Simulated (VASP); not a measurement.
Band structure of HgSe (space group P4/nmm). Computed with PBE GGA, VASP's PBE PAW potentials (set 64) (plane waves; VASP).

Unless said otherwise, spin-orbit coupling is left out, though it shifts the bands of the heavy elements here.

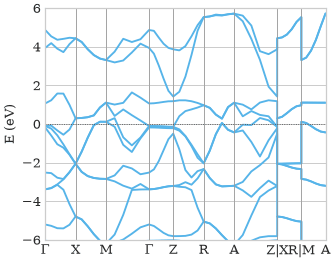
Figure. Bands along high-symmetry lines, zero at the valence-band maximum or, without a gap, the Fermi level

Problem. Read the plot: is there a gap, and where are the band edges?

Solution. It has no gap at this level: it comes out as a metal or semimetal.

The structure was generated: HgSe was put into an ordered model structure, which need not be its known phase. The cell was not relaxed at this level. The k-mesh is coarse (spacing up to 0.36 per Å, 2π included), so the numbers may not be converged in it.
